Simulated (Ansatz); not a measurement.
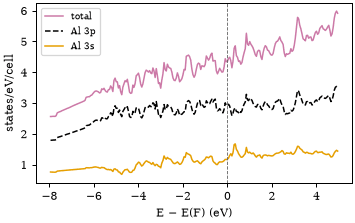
Total and projected density of states of Al in space group P6_3/mmc (No. 194; Al on 4f, Al on 2b, Al on 4f, Al on 2a), r²SCAN in the plane-wave PAW code Ansatz

Task: Which orbitals carry the states next to the Fermi level?

Result: Within 0.5 eV of the Fermi level: Al 3p 65 %, Al 3s 29 %, outside the projected shells 6 %. Projections are on Löwdin-orthogonalised atomic valence shells; empty p or d shells of many metals are not among them.

Task: Where is the tallest occupied peak in this window, and what makes it?

Result: Near -0.7 eV, about 4.6 states/eV per cell; the largest projected share is Al 3p.

The start of the workflow was typed in or built on a structure type; the Crystallography Open Database copy checked does not list it. It is not the phase usual at ambient conditions (space group No. 225). Symmetry was held in the r²SCAN relaxation; its stability against distortions is not shown here.

Potentials: the later of the program's two PAW sets.
